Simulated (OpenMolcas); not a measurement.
## C₅H₁₄OSi: single-point calculation (part 2 of 2)

The same run, continued: C₅H₁₄OSi, SMILES CCO[Si](C)(C)C; CASPT2/ANO-S-VDZ (OpenMolcas 26.06). The geometry comes from this level: GFN2-xTB.

Geometry of the input (Å):
```
C  0.8366  -2.6879  -1.3895
C  0.6714  -1.7372  -0.2133
O  0.0911  -0.5410  -0.6577
Si -0.2911  0.7988  0.1956
C  -1.0332  1.9271  -1.1356
C  -1.5544  0.4135  1.5767
C  1.2546  1.5823  1.0007
H  1.2852  -3.6200  -1.0557
H  -0.1325  -2.8963  -1.8350
H  1.4731  -2.2346  -2.1446
H  1.6471  -1.5254  0.2410
H  0.0322  -2.1921  0.5534
H  -1.3329  2.8756  -0.7037
H  -1.9090  1.4798  -1.5932
H  -0.3191  2.1334  -1.9255
H  -1.8880  1.3142  2.0816
H  -1.1309  -0.2431  2.3326
H  -2.4349  -0.0793  1.1734
H  1.0209  2.5184  1.4970
H  2.0189  1.7909  0.2571
H  1.6948  0.9229  1.7446
```

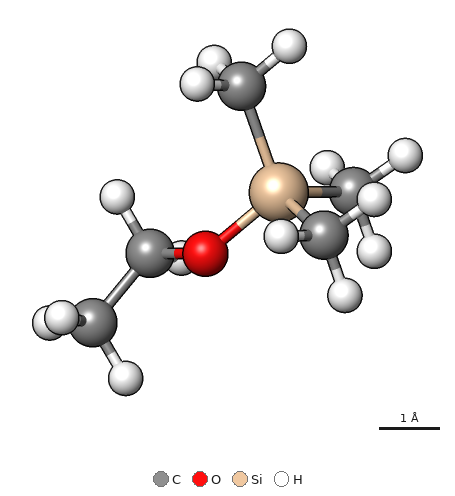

**Figure 1.** The input geometry (ball-and-stick view, seen at a tilt).

### What the program printed, continued
```
      RASSCF algorithm: LK RI/DF
      Maximum number of macro iterations       200
      Maximum number of SX iterations          100
      Threshold for RASSCF energy            1.000E-08
      Threshold for max MO rotation          1.000E-01
      Threshold for max BLB element          1.000E-04
      Level shift parameter                  5.000E-01
      Make Quasi-Newton update
--

      The MO-coefficients are taken from the file:
      step2.RasOrb
      Title: RASSCF average (pseudo-natural) orbitals

      Total molecular charge    0.00

      ************************************************************************************************************************
      *                                            Wave function control section                                             *
      ************************************************************************************************************************

                                         RASSCF iterations: Energy and convergence statistics
                                         ----------------------------------------------------

          iter iter root      energy       change     param      element    value   shift minimum  type update hh:mm:ss
 Nr of preliminary CI iterations:   4
        1   1    5    1  -561.28678833    0.00E+00   6.22E-05   31  94 1 -6.79E-06   0.00   0.00    SX    NO    0:00:00
        2   1    5    1  -561.28678834   -4.79E-09   2.65E-05   33  71 1 -2.82E-06   0.00   0.00    SX    NO    0:00:00
        3   1    4    1  -561.28678834   -1.22E-09  -2.34E-05   12  31 1  1.64E-06   0.00   0.00    SX    NO    0:00:00
        4   4    5    1  -561.28678855   -2.05E-07*  5.45E-05   31  94 1  4.13E-06   0.00   0.00    SX    NO    0:00:00
        5   1    4    1  -561.28678855   -2.65E-09   3.79E-05   12  95 1  4.55E-06   0.00   1.37    QN   YES    0:00:00
      Convergence after  5 iterations
        6   1    4    1  -561.28678855   -7.35E-10   3.79E-05   12  95 1 -2.49E-06   0.00   1.37    QN   YES    0:00:00

      ************************************************************************************************************************
                                                      Wave function printout:
                       occupation of active orbitals, and spin coupling of open shells (u,d: Spin up or down)
      ************************************************************************************************************************

      Note: transformation to natural orbitals
      has been made, which may change the order of the CSFs.

      printout of CI-coefficients larger than  0.05 for root  1
      energy=    -561.286789
      conf/sym  11111111     Coeff  Weight
             1  22220000  -0.98046 0.96131
            60  22020200   0.05632 0.00317
            79  u2d2ud00  -0.05859 0.00343

      Natural orbitals and occupation numbers for root  1
      sym 1:   1.985133   1.978784   1.976546   1.980922   0.013086   0.026961   0.019994   0.018574

      ************************************************************************************************************************
      *                                                    Final results                                                     *
      ************************************************************************************************************************

++    Final optimization conditions:
      ------------------------------

      Average CI energy                            -561.28678855
      RASSCF energy for state  1                   -561.28678855
      Super-CI energy                                -0.00000000
      RASSCF energy change                            0.00000000
      Max change in MO coefficients               1.282E-04
      Max non-diagonal density matrix element     3.787E-05
      Maximum BLB matrix element                 -2.490E-06
      (orbital pair  12,  95 in symmetry   1)
      Norm of electronic gradient            7.903E-06
--

      Final state energy(ies):
      ------------------------

::    RASSCF root number  1 Total energy:   -561.28678855
      Von Neumann Entropy (Root   1) =  0.31677

      Mulliken population analysis for root number:  1
      -----------------------------------------------

++    Molecular charges:
      ------------------

      Mulliken charges per centre
      ---------------------------

                C1      C2      O3      SI4     C5      C6      C7      H8      H9      H10     H11     H12
      Total    6.3627  5.9851  8.8824 13.0706  6.7305  6.8032  6.7735  0.8680  0.8444  0.8446  0.8712  0.8699

      N-E     -0.3627  0.0149 -0.8824  0.9294 -0.7305 -0.8032 -0.7735  0.1320  0.1556  0.1554  0.1288  0.1301

                H13     H14     H15     H16     H17     H18     H19     H20     H21
      Total    0.8084  0.7756  0.7752  0.7820  0.7956  0.7880  0.7838  0.7892  0.7963

      N-E      0.1916  0.2244  0.2248  0.2180  0.2044  0.2120  0.2162  0.2108  0.2037

      Total electronic charge=   66.000000

      Total            charge=   -0.000000
--

      Expectation values of various properties for root number:  1
      -----------------------------------------------------------

++    Molecular properties:
      ---------------------

      Charge (e):
                      =   -0.0000
      Dipole Moment (debye):
      Origin of the operator (angstrom)=   -0.0386    0.0670   -0.0538
                   X=  4.9717E-01               Y= -2.5720E-01               Z=  1.4975E+00           Total=  1.5987E+00
      Quadrupole Moment (debye*angstrom):
      Origin of the operator (angstrom)=   -0.0386    0.0670   -0.0538
                  XX= -5.5951E+01              XY= -1.3285E+00              XZ= -4.0180E-02              YY= -5.3228E+01
                  YZ= -4.6823E-01              ZZ= -5.8487E+01
      In traceless form (debye*angstrom)
                  XX= -9.3730E-02              XY= -1.9928E+00              XZ= -6.0270E-02              YY=  3.9910E+00
                  YZ= -7.0234E-01              ZZ= -3.8972E+00
--

      LoProp population analysis for root number:  1
      -----------------------------------------------

++    LoProp analysis:
      ----------------

++    Static properties:
      ------------------

      LoProp Charges per center

                   C1       C2       O3       SI4      C5       C6       C7       H8       H9       H10
      Nuclear      6.0000   6.0000   8.0000  14.0000   6.0000   6.0000   6.0000   1.0000   1.0000   1.0000
      Electronic  -6.3466  -5.9784  -8.6791 -12.7533  -6.6528  -6.6902  -6.6752  -0.8821  -0.8724  -0.8726

      Total       -0.3466   0.0216  -0.6791   1.2467  -0.6528  -0.6902  -0.6752   0.1179   0.1276   0.1274

                   H11      H12      H13      H14      H15      H16      H17      H18      H19      H20
      Nuclear      1.0000   1.0000   1.0000   1.0000   1.0000   1.0000   1.0000   1.0000   1.0000   1.0000
      Electronic  -0.9054  -0.9048  -0.8742  -0.8606  -0.8604  -0.8621  -0.8699  -0.8634  -0.8625  -0.8638

      Total        0.0946   0.0952   0.1258   0.1394   0.1396   0.1379   0.1301   0.1366   0.1375   0.1362

                   H21
      Nuclear      1.0000
      Electronic  -0.8702

      Total        0.1298
--

      Natural Bond Order analysis for root number:  1

++    Natural Bond Order analysis
      ---------------------------
      Based on LoProp computed density
      -------------------------------------------------------------------------------------
      Atom A       Atom B       Bond Order
      -------------------------------------------------------------------------------------
      NBO located      1.000 non-bonded electrons on atom C1
      NBO located      1.000 non-bonded electrons on atom C2
      NBO located      1.000 non-bonded electrons on atom O3
      NBO located      1.019 non-bonded electrons on atom O3
      NBO located      1.000 non-bonded electrons on atom SI4
      NBO located      0.996 non-bonded electrons on atom SI4
      NBO located      0.997 non-bonded electrons on atom SI4
      NBO located      0.998 non-bonded electrons on atom SI4
      NBO located      0.998 non-bonded electrons on atom SI4
      NBO located      1.001 non-bonded electrons on atom C5
      NBO located      1.001 non-bonded electrons on atom C6
      NBO located      1.001 non-bonded electrons on atom C7
      The remaining   26.543 electrons are to be considered as diffuse
--

--

      Average orbitals are written to the RASORB file
      Natural orbitals for root   1 are written to the RASORB.1 file
      Spin density orbitals for root   1 are written to the SPDORB.1 file

--- Stop Module: rasscf /rc=_RC_ALL_IS_WELL_ ---
--- Module rasscf spent 2 seconds ---

--- Start Module: caspt2 ---

                                              &CASPT2

                       available to each process: 1.9 GB of memory, 1 thread

++    Wave function specifications:
      -----------------------------

      Number of closed shell electrons          42
      Number of electrons in active shells       8
      Max number of holes in RAS1 space          0
      Max number of electrons in RAS3 space      0
      Number of inactive orbitals               21
      Number of active orbitals                  8
      Number of secondary orbitals              58
      Spin quantum number                      0.0
      State symmetry                             1
      Number of CSFs                          1764
      Number of CASSCF root(s) available         1
      CASPT2 state passed to geometry opt.       1
      A file JOBMIX will be created
      This is a CASSCF or RASSCF reference function
--

++    Orbital specifications:
      -----------------------

      Symmetry species                           1
                                                 a
      Frozen orbitals                            8
      Inactive orbitals                         21
      Active orbitals                            8
      Secondary orbitals                        58
      Deleted orbitals                           0
      Number of basis functions                 95
--

++    CASPT2 specifications:
      ----------------------

      Type of calculation                        SS-CASPT2
      Fock operator                              state-specific
      IPEA shift                                 0.25
      Real shift                                 0.00
      Imaginary shift                            0.20
      The input orbitals will be transformed to quasi-canonical
--

--------------------------------------------------------------------------------
 Estimated memory requirements:
  POLY3 :                   450746
  RHS:                     1070758
  SIGMA :                  1399792
  PRPCTL:                        0
 Available workspace:    232470027

++ CASPT2 computation for group   1

********************************************************************************
 Multi-State initialization phase begins for group   1
--------------------------------------------------------------------------------
********************************************************************************
 Compute H0 matrices for state    1
--------------------------------------------------------------------------------
--------------------------------------------------------------------------------
 H0 matrices have been computed.

********************************************************************************
  CASPT2 EQUATION SOLUTION
--------------------------------------------------------------------------------

  Total nr of CASPT2 parameters:
   Before reduction:     1830575
   After  reduction:     1828725

 Variance of |WF0>:       1.4430570251

 The contributions to the second order correlation energy in atomic units.
-----------------------------------------------------------------------------------------------------------------------------
  IT.      VJTU        VJTI        ATVX        AIVX        VJAI        BVAT        BJAT        BJAI        TOTAL       RNORM
-----------------------------------------------------------------------------------------------------------------------------
   1    -0.002143   -0.002065   -0.003453   -0.078400   -0.014636   -0.006101   -0.029509   -0.371736   -0.508043    0.022055
   2    -0.002233   -0.002149   -0.003559   -0.080227   -0.014977   -0.006253   -0.029935   -0.372724   -0.512057    0.003895
   3    -0.002238   -0.002152   -0.003565   -0.080278   -0.014980   -0.006260   -0.029902   -0.372674   -0.512050    0.001004
   4    -0.002238   -0.002154   -0.003565   -0.080234   -0.014973   -0.006256   -0.029885   -0.372624   -0.511929    0.000223
   5    -0.002238   -0.002154   -0.003564   -0.080231   -0.014973   -0.006256   -0.029887   -0.372624   -0.511928    0.000062
   6    -0.002238   -0.002154   -0.003564   -0.080233   -0.014973   -0.006256   -0.029888   -0.372628   -0.511934    0.000014
   7    -0.002238   -0.002154   -0.003564   -0.080233   -0.014973   -0.006256   -0.029888   -0.372628   -0.511934    0.000004
-----------------------------------------------------------------------------------------------------------------------------

  FINAL CASPT2 RESULT:

      Reference energy:        -561.2867885494
      E2 (Non-variational):      -0.5119338430
      Shift correction:          -0.0034055899
      E2 (Variational):          -0.5153394329
      Total energy:            -561.8021279823
      Residual norm:              0.0000009546
      Reference weight:           0.83179

      Contributions to the CASPT2 correlation energy
      Active & Virtual Only:         -0.0098201264
      One Inactive Excited:          -0.1123589220
      Two Inactive Excited:          -0.3897547946

++ Denominators, etc.
--------------------------------------------------------------------------------------------------------------
 Report on small energy denominators, large coefficients, and large energy contributions.
CASE  SYMM ACTIVE-MIX  NON-ACTIVE INDICES          DENOMINATOR     RHS VALUE       COEFFICIENT     CONTRIBUTION
--

   (Skipping property calculation,
    use PROP keyword to activate)
--

  Total CASPT2 energies:
::    CASPT2 Root  1     Total energy:   -561.80212798

  A NEW JOBIPH FILE NAMED 'JOBMIX' IS PREPARED.
********************************************************************************
--- Stop Module: caspt2 /rc=_RC_ALL_IS_WELL_ ---
--- Module caspt2 spent 5 seconds ---

.##################.
.# Happy landing! #.
.##################.

    Timing: Wall=9.32 User=8.51 System=0.80
```
